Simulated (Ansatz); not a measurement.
System: BFH4SSi (SMILES FBS[SiH3]).

Input file:

```
crystal:
  periodic: [false, false, false]
  atoms:
    - {symbol: B, position_ang: [-1.191611, 2.031545, 2.123525]}
    - {symbol: F, position_ang: [-0.817790, 1.080693, 2.980794]}
    - {symbol: S, position_ang: [-0.531090, 2.082259, 0.442247]}
    - {symbol: Si, position_ang: [0.792887, 0.351981, 0.452912]}
    - {symbol: H, position_ang: [-1.973833, 2.857323, 2.478764]}
    - {symbol: H, position_ang: [0.031920, -0.894061, 0.711155]}
    - {symbol: H, position_ang: [1.863833, 0.512236, 1.465761]}
    - {symbol: H, position_ang: [1.383007, 0.312990, -0.906870]}
basis:
  gaussian:
    orbitals: def2-TZVPD
hamiltonian:
  xc: pbe0
output: {forces: true, orbitals: {seedname: orbitals}}
```

Command:

```sh
ansatz run input.yaml --threads 2 --pin off --max-ram 4350MiB --events-out events.jsonl --progress --plain --runs-dir runs
```

Geometry: B3LYP/6-31G*.

The calculation used Ansatz 0.2.0, isolated molecule in a Gaussian basis; Kohn-Sham density functional theory, functional PBE0.

What can the converged electron density and electron localisation function tell about the bonding?

Answer. B–F (1.33 Å): ρ is about 2.1 e/Å³ halfway; the ELF peaks at about 0.85 between the atoms; a shared but strongly polarised pair.
B–S (1.81 Å): ρ at the midpoint is about 1.2 e/Å³; the ELF peaks at about 0.95 between the atoms (a covalent bond).
Si–S (2.18 Å): the density is about 0.78 e/Å³ at the midpoint, with its minimum of 0.63 e/Å³ about 0.8 Å from Si; the ELF peaks at about 0.90 between the atoms, as expected for localised, covalent bonding.
B–H (1.19 Å): ρ at the midpoint is about 1.3 e/Å³; the ELF climbs to about 1 towards the hydrogen, as it does in any bond to H: an ordinary covalent bond to hydrogen.

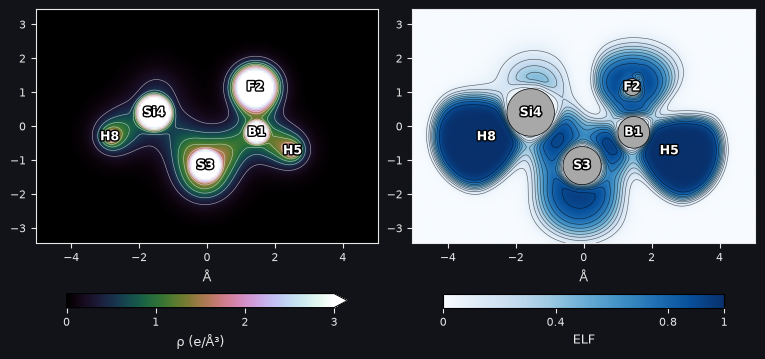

Computed electron density and electron localisation function on the plane of atoms F2, B1 and S3, in this order. Grey discs cover the atomic cores in the ELF map. 
